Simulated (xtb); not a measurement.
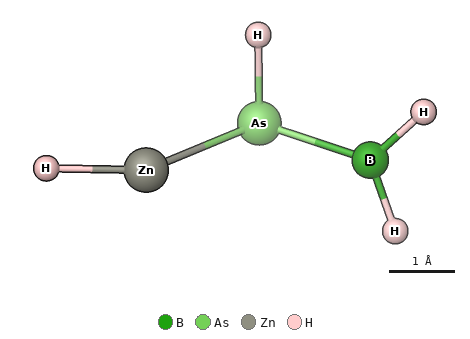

*The structure as given in the input (ball-and-stick view, seen at a tilt). Sticks mark near contacts.*

Bond lengths as drawn: As–B 1.93 Å, As–H 1.50 Å, As–Zn 2.32 Å, B–H 1.19 Å and H–Zn 1.57 Å.

# ZnBAsH$_{4}$: geometry relaxation (part 1 of 3)

- system: ZnBAsH$_{4}$, SMILES B[AsH][ZnH]
- method: GFN1-xTB, GBSA solvent thf (xtb 6.7.1)

The starting geometry was optimised with GFN1-xTB.

### Input (coord)
```
$coord
     -2.234752320460      1.087575179245     -1.619003960012  b
     -0.643999766011      0.153596939410      1.524857804483  as
      2.772473889222     -2.532233006999      1.002839859816  zn
     -3.689028854188     -0.324390386553     -2.612149524809  h
     -2.222128949947      3.185341252930     -2.451352728865  h
      1.018184435948      2.430112207224      1.840895601565  h
      4.999251565436     -4.000002185257      2.313912947821  h
$end
```

### File xtb.inp
```
$gbsa
   gbsagrid=tight
$end
```

Command:
```bash
xtb coord -c 0 --gfn 1 -I xtb.inp --gbsa thf --opt --parallel 1 > coord.out 2> xtb.err
```

### Log
```
* xtb version 6.7.1
   ID    Z sym.   atoms
    1    5 b      1
    2   33 as     2
    3   30 zn     3
    4    1 h      4-7

           -------------------------------------------------
          |                Calculation Setup                |
           -------------------------------------------------

          program call               : xtb coord -c 0 --gfn 1 -I xtb.inp --gbsa thf --opt --parallel 1
          coordinate file            : coord
          omp threads                :                     1

           -------------------------------------------------
          |                 G F N 1 - x T B                 |
           -------------------------------------------------

      * Hamiltonian:
        H0-scaling (s, p, d)           1.850000    2.250000    2.000000
        zeta-weighting                 0.000000
      * Dispersion:
        s8                             2.400000
        a1                             0.630000
        a2                             5.000000
        s9                             0.000000
      * Repulsion:
        kExp                           1.500000
        rExp                           1.000000
      * Coulomb:
        alpha                          2.000000
        third order                    atomic
        anisotropic                    false
      * Halogen bond correction:
        rad-scale                      1.300000
        damping                        0.440000

      * Solvation model:               GBSA
        Solvent                        thf
        Parameter file                 internal GFN1-xTB/GBSA
        Dielectric constant                1.0000E+01
        Reference state                gsolv [1 M gas/solution]
        Free energy shift                  2.8487E-03 Eh       1.7876E+00 kcal/mol
        Temperature                        2.9815E+02 K
        Density                            8.8300E-01 kg/L
        Solvent mass                       7.2106E+01 g/mol
        Interaction kernel             Still
        Born radius scaling (c1)           1.6158E+00
        Born radii integrator          GBOBC
        Born offset                        0.0000E+00 a0       0.0000E+00 AA
        H-bond correction              true
        Ion screening                  false
        Surface tension                    1.0000E-05 Eh       1.5569E+01 dyn/cm
        Grid points                               974 per atom

          ...................................................
          :                      SETUP                      :
          :.................................................:
          :  # basis functions                  26          :
          :  # atomic orbitals                  25          :
          :  # shells                           15          :
          :  # electrons                        14          :
          :  # halogen bonds                     0          :
          :  max. iterations                   250          :
          :  Hamiltonian                  GFN1-xTB          :
          :  restarted?                      false          :
          :  GBSA solvation                   true          :
          :  PC potential                    false          :
          :  electronic temp.          300.0000000     K    :
          :  accuracy                    1.0000000          :
          :  -> integral cutoff          0.2500000E+02      :
          :  -> integral neglect         0.1000000E-07      :
          :  -> SCF convergence          0.1000000E-05 Eh   :
          :  -> wf. convergence          0.2000000E-04 e    :
          :  Broyden damping             0.4000000          :
          :  net charge                          0          :
          :  unpaired electrons                  0          :
          ...................................................

 iter      E             dE          RMSdq      gap      omega  full diag
   1     -6.3385235 -0.633852E+01  0.762E+00    2.20       0.0  T
   2     -5.9380583  0.400465E+00  0.851E+00    3.43       1.0  T
   3     -6.6769792 -0.738921E+00  0.377E+00    2.50       1.0  T
   4     -6.7559111 -0.789319E-01  0.497E-01    2.80       1.0  T
   5     -6.7569950 -0.108393E-02  0.218E-01    2.92       1.0  T
   6     -6.7570706 -0.755604E-04  0.144E-01    2.91       1.0  T
   7     -6.7572505 -0.179924E-03  0.812E-03    2.89       4.7  T
   8     -6.7572510 -0.481732E-06  0.243E-03    2.89      15.5  T
   9     -6.7572510 -0.152253E-07  0.627E-04    2.89      60.3  T
  10     -6.7572510 -0.268917E-08  0.806E-05    2.89     469.1  T
  11     -6.7572510 -0.141895E-10  0.275E-05    2.89    1373.8  T

   *** convergence criteria satisfied after 11 iterations ***

         #    Occupation            Energy/Eh            Energy/eV
      -------------------------------------------------------------
         1        2.0000           -0.6977280             -18.9861
         2        2.0000           -0.5385393             -14.6544
         3        2.0000           -0.4793226             -13.0430
         4        2.0000           -0.4689364             -12.7604
         5        2.0000           -0.4361239             -11.8675
         6        2.0000           -0.4021164             -10.9421
         7        2.0000           -0.3798286             -10.3357 (HOMO)
         8                         -0.2737062              -7.4479 (LUMO)
         9                         -0.2121873              -5.7739
        10                         -0.1931172              -5.2550
        11                         -0.1531371              -4.1671
        12                         -0.0799692              -2.1761
       ...                                ...                  ...
        25                          1.0442070              28.4143
      -------------------------------------------------------------
                  HL-Gap            0.1061224 Eh            2.8877 eV
             Fermi-level           -0.3267674 Eh           -8.8918 eV

 SCC (total)                   0 d,  0 h,  0 min,  0.010 sec
 SCC setup                      ...        0 min,  0.001 sec (  6.487%)
 Dispersion                     ...        0 min,  0.000 sec (  0.445%)
 classical contributions        ...        0 min,  0.000 sec (  0.193%)
 integral evaluation            ...        0 min,  0.002 sec ( 20.872%)
 iterations                     ...        0 min,  0.003 sec ( 31.534%)
 molecular gradient             ...        0 min,  0.004 sec ( 38.380%)
 printout                       ...        0 min,  0.000 sec (  1.885%)

         :::::::::::::::::::::::::::::::::::::::::::::::::::::
         ::                     SUMMARY                     ::
         :::::::::::::::::::::::::::::::::::::::::::::::::::::
         :: total energy              -6.709409916713 Eh    ::
         :: total w/o Gsasa/hb        -6.691637673966 Eh    ::
         :: gradient norm              0.003887888785 Eh/a0 ::
         :: HOMO-LUMO gap              2.887738038156 eV    ::
         ::.................................................::
         :: SCC energy                -6.757251019470 Eh    ::
         :: -> electrostatic           0.006833618314 Eh    ::
         :: -> Gsolv                  -0.019599467298 Eh    ::
         ::    -> Gelec               -0.001827224551 Eh    ::
         ::    -> Gsasa               -0.020278367405 Eh    ::
         ::    -> Ghb                 -0.000342584251 Eh    ::
         ::    -> Gshift               0.002848708909 Eh    ::
         :: repulsion energy           0.049854280634 Eh    ::
         :: dispersion energy         -0.002013177876 Eh    ::
         :: halogen bond corr.         0.000000000000 Eh    ::
         :: add. restraining           0.000000000000 Eh    ::
         :: total charge              -0.000000000000 e     ::
         :::::::::::::::::::::::::::::::::::::::::::::::::::::

      -----------------------------------------------------------
     |                   =====================                   |
     |                        A N C O P T                        |
     |                   =====================                   |
     |               Approximate Normal Coordinate               |
     |                Rational Function Optimizer                |
      -----------------------------------------------------------
      -----------------------------------------------------------
     |                   =====================                   |
     |                        A N C O P T                        |
     |                   =====================                   |
     |               Approximate Normal Coordinate               |
     |                Rational Function Optimizer                |
      -----------------------------------------------------------

          ...................................................
          :                      SETUP                      :
          :.................................................:
          :   optimization level            normal          :
          :   max. optcycles                   200          :
          :   ANC micro-cycles                  20          :
          :   degrees of freedom                15          :
          :.................................................:
          :   RF solver                   davidson          :
          :   write xtbopt.log                true          :
          :   linear?                        false          :
          :   energy convergence         0.5000000E-05 Eh   :
          :   grad. convergence          0.1000000E-02 Eh/α :
          :   maxmium RF displ.          1.0000000          :
          :   Hlow (freq-cutoff)         0.1000000E-01      :
          :   Hmax (freq-cutoff)         5.0000000          :
          :   S6 in model hess.         20.0000000          :
          ...................................................

generating ANC from exact Hessian ...
Using Lindh-Hessian (1995)
 Shifting diagonal of input Hessian by    1.0364945776798026E-002
 Lowest  eigenvalues of input Hessian
    0.000000    0.010000    0.000000    0.000000    0.000000    0.000000
    0.000000    0.010662    0.010976    0.012761    0.014060    0.016236
    0.018674    0.038777    0.065182    0.088870    0.291532    0.342896
 Highest eigenvalues
    0.088870    0.291532    0.342896    0.436066    0.743577    0.773435

........................................................................
.............................. CYCLE    1 ..............................
........................................................................

 iter      E             dE          RMSdq      gap      omega  full diag
   1     -6.7572510 -0.675725E+01  0.513E-06    2.89       0.0  T
   2     -6.7572510 -0.888178E-15  0.320E-06    2.89   11819.7  T
   3     -6.7572510  0.888178E-13  0.228E-06    2.89   16601.2  T
     SCC iter.                  ...        0 min,  0.001 sec
     gradient                   ...        0 min,  0.007 sec
 * total energy  :    -6.7094099 Eh     change       -0.1438849E-11 Eh
   gradient norm :     0.0038876 Eh/α   predicted     0.0000000E+00 (-100.00%)
   displ. norm   :     0.0685719 α      lambda       -0.1023832E-03
   maximum displ.:     0.0468602 α      in ANC's #4, #6, #5, ...

........................................................................
.............................. CYCLE    2 ..............................
........................................................................

 iter      E             dE          RMSdq      gap      omega  full diag
   1     -6.7569313 -0.675693E+01  0.305E-02    2.87       0.0  T
   2     -6.7569259  0.546688E-05  0.248E-02    2.86       1.5  T
   3     -6.7569324 -0.649743E-05  0.196E-02    2.87       1.9  T
   4     -6.7569367 -0.429809E-05  0.605E-03    2.87       6.2  T
   5     -6.7569369 -0.250114E-06  0.105E-03    2.87      35.9  T
   6     -6.7569369 -0.718041E-08  0.114E-04    2.87     331.6  T
   7     -6.7569369 -0.584031E-10  0.746E-06    2.87    5067.9  T
     SCC iter.                  ...        0 min,  0.002 sec
     gradient                   ...        0 min,  0.004 sec
 * total energy  :    -6.7094556 Eh     change       -0.4568600E-04 Eh
   gradient norm :     0.0015918 Eh/α   predicted    -0.5143120E-04 (  12.58%)
   displ. norm   :     0.0757971 α      lambda       -0.3666389E-04
   maximum displ.:     0.0510828 α      in ANC's #4, #6, #1, ...

........................................................................
.............................. CYCLE    3 ..............................
........................................................................

 iter      E             dE          RMSdq      gap      omega  full diag
   1     -6.7567985 -0.675680E+01  0.271E-02    2.87       0.0  T
   2     -6.7567926  0.588630E-05  0.260E-02    2.88       1.5  T
   3     -6.7568013 -0.862397E-05  0.129E-02    2.88       2.9  T
   4     -6.7568034 -0.212695E-05  0.329E-03    2.88      11.5  T
   5     -6.7568034 -0.895692E-08  0.773E-04    2.88      48.9  T
   6     -6.7568034 -0.419626E-08  0.452E-05    2.88     836.4  T
   7     -6.7568034 -0.165956E-10  0.272E-06    2.88   13902.6  T
     SCC iter.                  ...        0 min,  0.002 sec
     gradient                   ...        0 min,  0.004 sec
 * total energy  :    -6.7094241 Eh     change        0.3147119E-04 Eh
   gradient norm :     0.0031652 Eh/α   predicted    -0.1837860E-04 (-158.40%)
   displ. norm   :     0.0405881 α      lambda       -0.8267486E-04
   maximum displ.:     0.0278767 α      in ANC's #5, #6, #1, ...

........................................................................
.............................. CYCLE    4 ..............................
........................................................................

 iter      E             dE          RMSdq      gap      omega  full diag
   1     -6.7570597 -0.675706E+01  0.258E-02    2.88       0.0  T
   2     -6.7570479  0.117594E-04  0.295E-02    2.86       1.3  T
   3     -6.7570636 -0.156406E-04  0.129E-02    2.87       2.9  T
   4     -6.7570650 -0.144845E-05  0.122E-03    2.87      31.0  T
   5     -6.7570650 -0.275115E-08  0.180E-04    2.87     209.5  T
   6     -6.7570650 -0.328749E-09  0.148E-05    2.87    2551.4  T
     SCC iter.                  ...        0 min,  0.002 sec
     gradient                   ...        0 min,  0.004 sec
 * total energy  :    -6.7094633 Eh     change       -0.3918169E-04 Eh
   gradient norm :     0.0016195 Eh/α   predicted    -0.4140676E-04 (   5.68%)
   displ. norm   :     0.0778075 α      lambda       -0.4970129E-04
   maximum displ.:     0.0575097 α      in ANC's #5, #4, #6, ...

........................................................................
.............................. CYCLE    5 ..............................
........................................................................

 iter      E             dE          RMSdq      gap      omega  full diag
   1     -6.7573250 -0.675733E+01  0.225E-02    2.86       0.0  T
   2     -6.7573240  0.102523E-05  0.166E-02    2.87       2.3  T
   3     -6.7573232  0.825047E-06  0.153E-02    2.86       2.5  T
   4     -6.7573265 -0.328502E-05  0.251E-03    2.86      15.1  T
   5     -6.7573265 -0.511291E-08  0.593E-04    2.86      63.8  T
   6     -6.7573265 -0.279276E-09  0.875E-05    2.86     431.9  T
   7     -6.7573265 -0.385363E-10  0.775E-06    2.86    4874.5  T
     SCC iter.                  ...        0 min,  0.002 sec
     gradient                   ...        0 min,  0.004 sec
 * total energy  :    -6.7094444 Eh     change        0.1891285E-04 Eh
   gradient norm :     0.0028090 Eh/α   predicted    -0.2491924E-04 (-231.76%)
   displ. norm   :     0.0287668 α      lambda       -0.5082013E-04
   maximum displ.:     0.0193817 α      in ANC's #5, #1, #4, ...

........................................................................
.............................. CYCLE    6 ..............................
........................................................................
```
